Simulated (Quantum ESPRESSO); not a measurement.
## BP (F-43m): modes at Γ and the response to a field

Which modes does BP (F-43m) have at the zone centre?

Method: DFT LDA, scalar-relativistic, plane waves, PseudoDojo norm-conserving pseudopotentials, in Quantum ESPRESSO 7.5.

**Measured values to reproduce.**

“Thermal expansion coefficients of high thermal conducting BAs and BP materials” (2019, arxiv:1906.04101) reports for BP, zinc blende, by single-crystal XRD (Mo K-alpha) (metal-flux-grown single crystal, 100 K): lattice constant a (cubic a at 100 K) 4.5383 ± 0.0008 Å.

For BP, zinc blende (synthetic BP; powder or crystal not specified, 300 K), “Boron phosphide under pressure: in situ study by Raman scattering and X-ray diffraction” (2015, arxiv:1505.05714) gives, by Raman scattering, 514.5 nm, backscattering: Raman mode (TO at Gamma (T2), ambient spectrum) 794 cm⁻¹ [very weak band; the pressure fit in the same paper quotes about 797 cm-1].

Most raw output is cut from this account.

## (1) Starting point

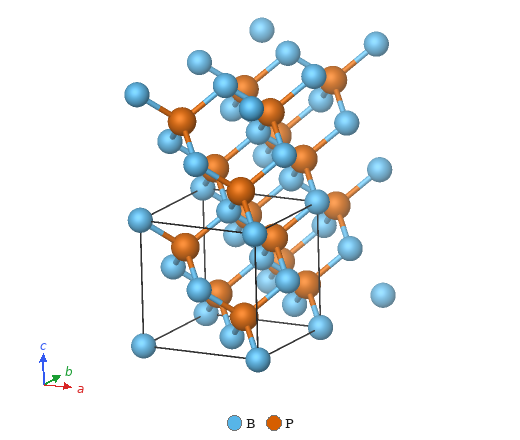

Start, viewed slightly off an axis; boron blue, phosphorus orange. 1×2×2 cells are drawn. This picture shows the conventional cell, with its axes. Bonds to atoms that aren't drawn are left out. Some periodic images of atoms are drawn too.

## (2) A probe with smearing

A cheap run with smearing and empty bands tells whether the crystal has a gap, which decides between fixed occupations and smearing later on.

The input, probe.in:

```
&CONTROL
  calculation = 'scf'
  prefix      = 'x'
  outdir      = './tmp'
  pseudo_dir  = './pseudo'
  tprnfor     = .true.
  tstress     = .true.
  verbosity   = 'high'
/
&SYSTEM
  ibrav       = 0
  nat         = 2
  ntyp        = 2
  ecutwfc     = 84.0
  occupations = 'smearing'
  smearing    = 'gaussian'
  degauss     = 0.01
/
&ELECTRONS
  conv_thr         = 1.0d-07
  mixing_beta      = 0.7
  electron_maxstep = 100
/
ATOMIC_SPECIES
 B      10.8100  B.upf
 P      30.9738  P.upf
CELL_PARAMETERS angstrom
    -2.269000000    0.000000000    2.269000000
     0.000000000    2.269000000    2.269000000
    -2.269000000    2.269000000    0.000000000
ATOMIC_POSITIONS crystal
 B      0.000000000   0.000000000   0.000000000
 P      0.250000000   0.250000000   0.250000000
K_POINTS automatic
 6 6 6 0 0 0
```

Started as:

```
$ OMP_NUM_THREADS=1 mpirun -n 4 pw.x -nk 4 -in probe.in > probe.out
```

Elapsed: 2 s, on 4 MPI ranks of AMD EPYC 7B13 (Zen 3), shared host; 7.2 s of CPU time.

This step gave:

- volume per atom: 11.68 Å³
- pressure: -5.431 GPa
- gap on the k-mesh: 1.315 eV

A gap of 1.3 eV opens on this mesh, so the crystal is taken as an insulator; the start stands at -5.4 GPa.

## (3) Relaxation

The relaxation runs at a cutoff a fifth above that of the response, since stress converges more slowly with the basis than frequencies do. Forces and stress are brought to rest with tight thresholds.

The input, relax.in:

```
&CONTROL
  calculation   = 'vc-relax'
  prefix        = 'x'
  outdir        = './tmp'
  pseudo_dir    = './pseudo'
  tprnfor       = .true.
  tstress       = .true.
  forc_conv_thr = 2.0d-05
  etot_conv_thr = 1.0d-07
  nstep         = 40
/
&SYSTEM
  ibrav       = 0
  nat         = 2
  ntyp        = 2
  ecutwfc     = 101
  occupations = 'fixed'
  nbnd        = 6
/
&ELECTRONS
  conv_thr         = 1.0d-11
  mixing_beta      = 0.7
  electron_maxstep = 100
/
&IONS
/
&CELL
  press_conv_thr = 0.2
/
ATOMIC_SPECIES
 B      10.8100  B.upf
 P      30.9738  P.upf
CELL_PARAMETERS angstrom
    -2.269000000    0.000000000    2.269000000
     0.000000000    2.269000000    2.269000000
    -2.269000000    2.269000000    0.000000000
ATOMIC_POSITIONS crystal
 B      0.000000000   0.000000000   0.000000000
 P      0.250000000   0.250000000   0.250000000
K_POINTS automatic
 10 10 10 0 0 0
```

Started as:

```
$ OMP_NUM_THREADS=1 mpirun -n 4 pw.x -nk 4 -in relax.in > relax.out
```

Wall time 15 s (4 MPI ranks).

Step by step:

```
step  energy less that of the first step (eV)  largest force (eV/Å)  pressure (GPa)  volume (Å³)
   1                                   0.0000                0.0000           -5.55        23.36
   2                                  -0.0135                0.0000           -0.93        22.71
   3                                  -0.0138                0.0000            0.04        22.58
   4                                  -0.0138                0.0000            0.00        22.59
   5                                  -0.0138                0.0000            0.00        22.59
```

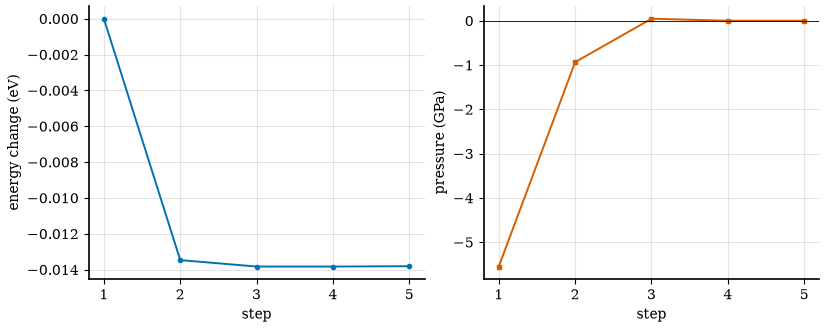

Energy and pressure along the relaxation.

| conventional cell, symmetrised | before | after | change |
| --- | --- | --- | --- |
| a (Å) | 4.538 | 4.487 | -1.1 % |
| b (Å) | 4.538 | 4.487 | -1.1 % |
| c (Å) | 4.538 | 4.487 | -1.1 % |
| volume (Å³/atom) | 11.68 | 11.29 | -3.3 % |

Final coordinates:

```xyz
2
Lattice="-2.2436 0.0000 2.2436 0.0000 2.2436 2.2436 -2.2436 2.2436 0.0000" Properties=species:S:1:pos:R:3 pbc="T T T"
B     0.0000    0.0000    0.0000
P    -1.1218    1.1218    1.1218
```

The last row of the table of steps is pw.x's closing run on a basis chosen anew for the final cell, so its energy can jump.

This step gave:

- volume per atom: 11.29 Å³
- pressure: -0.001 GPa
- gap on the k-mesh: 1.163 eV

The volume changes by -3.3 % from the cell with which this run began.

## (4) Self-consistent run for the response

The response is built on this ground state, so it is converged far tighter than an energy would need. With a gap, occupations are fixed, which also allows the response to an electric field.

The input, scf.in:

```
&CONTROL
  calculation = 'scf'
  prefix      = 'x'
  outdir      = './tmp'
  pseudo_dir  = './pseudo'
  tprnfor     = .true.
  tstress     = .true.
/
&SYSTEM
  ibrav       = 0
  nat         = 2
  ntyp        = 2
  ecutwfc     = 84.0
  occupations = 'fixed'
  nbnd        = 6
/
&ELECTRONS
  conv_thr         = 1.0d-12
  mixing_beta      = 0.7
  electron_maxstep = 100
/
ATOMIC_SPECIES
 B      10.8100  B.upf
 P      30.9738  P.upf
CELL_PARAMETERS angstrom
    -2.243553683    0.000000000    2.243553683
     0.000000000    2.243553683    2.243553683
    -2.243553683    2.243553683    0.000000000
ATOMIC_POSITIONS crystal
 B      0.000000000   0.000000000   0.000000000
 P      0.250000000   0.250000000   0.250000000
K_POINTS automatic
 12 12 12 0 0 0
```

Started as:

```
$ OMP_NUM_THREADS=1 mpirun -n 4 pw.x -nk 4 -in scf.in > scf.out
```

Elapsed: 4.6 s, on 4 MPI ranks.

Numbers from this step:

```
pressure          : -0.01 GPa
gap on the k-mesh : 1.157 eV
```

The cell stands at -0.01 GPa, close enough for phonons.

## (5) Linear response at Γ

At q = 0 one unit cell holds all displacements; symmetry groups them into irreducible representations that are solved one by one. The response to a field gives ε∞ and the Born charges, which polar modes need.

The input, ph.in:

```
phonons
&INPUTPH
  prefix = 'x'
  outdir = './tmp'
  fildyn = 'g.dyn'
  tr2_ph = 1.0d-18
  epsil  = .true.
/
0.000000000000 0.000000000000 0.000000000000
```

Started as:

```
$ OMP_NUM_THREADS=1 mpirun -n 4 ph.x -nk 4 -in ph.in > ph.out
```

Elapsed: 39 s, on 4 MPI ranks; 2.6 min of CPU time.

Read from the output:

```yaml
miss_of_the_charge_sum_rule: 0.003640 e
largest_acoustic_frequency_at_the_zone_centre_before_the_sum_rule: -0.53 cm⁻¹
highest_optical_zone_centre_mode_no_lo_to_term: 821.2 cm⁻¹
lowest_optical_zone_centre_mode: 821.2 cm⁻¹
mean_high_frequency_dielectric_constant: 9.159
largest_born_charge_in_size_third_of_the_trace: 0.6452 e
```

Born charge (rows field, columns displacement), before the sum rule (e), principal values of the symmetric part by kind of site:

| atom | atoms with these values | low | middle | high | mean |
| --- | --- | --- | --- | --- | --- |
| B1 | 1 | -0.6452 | -0.6452 | -0.6452 | -0.6452 |
| P2 | 1 | 0.6415 | 0.6415 | 0.6415 | 0.6415 |

In full for P2:

```
0.6415 0.0000 0.0000
0.0000 0.6415 0.0000
0.0000 0.0000 0.6415
```

High-frequency dielectric tensor:

```
9.16 0.00 0.00
0.00 9.16 0.00
0.00 0.00 9.16
```

The acoustic modes at Γ come out as far as 0.5 cm⁻¹ from zero, where they should vanish, a small numerical error; the Born charges miss their sum rule by 0.0036 e, which is good.

## (6) Zone-centre analysis

A rigid shift of the crystal must cost nothing, but grids and finite bases break this; the acoustic sum rule is imposed before the matrix is diagonalised again. With Born charges the intensities follow, and the static dielectric tensor.

The input, dynmat.in:

```
&INPUT
  fildyn = 'g.dyn'
  asr    = 'simple'
  fileig = 'dynmat.eig'
  lperm  = .true.
/
```

Started as:

```
$ dynmat.x -in dynmat.in > dynmat.out
```

Elapsed: 0.6 s, on 1 thread.

Numbers from this step:

```yaml
mean_static_dielectric_constant: 9.326
```

Unit eigenvectors of the mass-weighted matrix after the sum rule; no LO-TO term. The modes at Γ (shares of kinetic energy by element, %):

```csv
mode,frequency (cm⁻¹),symmetry,B %,P %
1,0.0,acoustic,26,74
2,0.0,acoustic,26,74
3,0.0,acoustic,26,74
4,821.2,T2,74,26
5,821.2,T2,74,26
6,821.2,T2,74,26
```

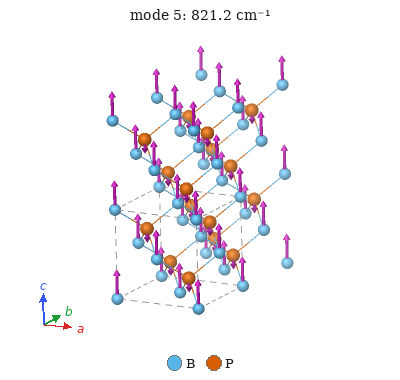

Displacement patterns of mode 5 at Γ; arrows are exaggerated. Bonds to atoms that aren't drawn are left out. 1×2×2 conventional cells are drawn. Some periodic images of atoms are drawn too.

Degenerate modes summed, no LO-TO term. Lines of the infrared spectrum (strongest = 100):

```
position (cm⁻¹)  lines merged  label  IR intensity, relative
            821             3     T2                     100
```

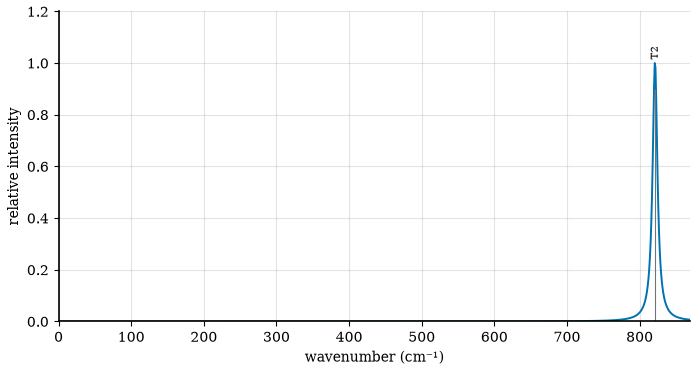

The infrared spectrum, broadened with Lorentzians of width 8 cm⁻¹; bars mark the lines.

Static dielectric tensor (ions relaxed, fixed cell):

```
9.33 0.00 0.00
0.00 9.33 0.00
0.00 0.00 9.33
```

The rule moves no optical mode by more than 0.1 cm⁻¹.

## (7) Modes along a direction of q (1 0 0)

A longitudinal polar mode sets up a macroscopic field that stiffens it; the term hangs on the direction from which q goes to zero.

The input, dynmat.in:

```
&INPUT
  fildyn = 'g.dyn'
  asr    = 'simple'
  fileig = 'dynmat.eig'
  q(1)   = 1.0
  q(2)   = 0.0
  q(3)   = 0.0
/
```

Started as:

```
$ dynmat.x -in dynmat.in > dynmat.out
```

Wall time 0.57 s (1 thread).

Read from the output:

| Property | Result |
| --- | --- |
| highest mode moved by the LO-TO term | 828.6 cm⁻¹ |

Zone-centre frequencies as printed; negative means imaginary. Modes:

```csv
mode,frequency (cm⁻¹)
1,0
2,0
3,0
4,821.2
5,821.2
6,828.6
```

The field moves one mode, from 821 to 829 cm⁻¹; the others stay.

## (8) Outcome

```yaml
space_group_after_relaxation: F-43m
volume_per_atom: 11.3 Å³
gap_on_the_k_mesh: 1.16 eV
highest_optical_zone_centre_mode_no_lo_to_term: 821.2 cm⁻¹
highest_mode_moved_by_the_lo_to_term: 828.6 cm⁻¹
mean_high_frequency_dielectric_constant: 9.16
largest_born_charge_in_size_third_of_the_trace: 0.645 e
mean_static_dielectric_constant: 9.33
imaginary_optical_modes_at_the_zone_centre_no_q_mesh_in_this_session: none
```

What this shows: At the LDA level the optical modes of BP (F-43m) at the zone centre (no LO-TO term) lie at 821 cm⁻¹. Along the directions run, the highest mode that the macroscopic field moves lies at 829 cm⁻¹. Lattice motion raises the mean dielectric constant from 9.159 to 9.326. The Lyddane-Sachs-Teller relation holds: (ωLO/ωTO)² is 1.02 and ε₀/ε∞ is 1.02. These are harmonic frequencies at zero temperature: anharmonic shifts and linewidths and thermal expansion are left out.

Comparison with the measured values:

```
                                      quantity  measured  LDA PseudoDojo norm-conserving, Quantum ESPRESSO
                        lattice constant a (Å)    4.5383                                    4.487 (-1.1 %)
Raman mode, TO at Gamma (T2), ambient … (cm⁻¹)       794                                      821 (+3.4 %)
```

Measured values from arxiv:1906.04101 (2019) and arxiv:1505.05714 (2015).

**Verdict.** The lattice constant a is off by -1.1 %: fair agreement. The Raman mode is off by +3.4 %: fair agreement. The grades are ours: good and fair within 0.7 and 1.5 % for the lattice constant a and 3 and 7 % for the Raman mode. Zero-point motion and thermal expansion (measured at up to 300 K) are not in the computed lattice constants and Raman mode.

[Host names and launcher messages were left out of these logs when they were recorded.]

[Logs are printed without paths, hosts, clocks, repeated set-up lines and the standing remarks that a program may print on its own settings, such as how far it seeks lower states.]

[Hosts, paths, dates, database ids (printed as entryN), source tags and the programs' standing remarks are cut or masked in the printed files.]
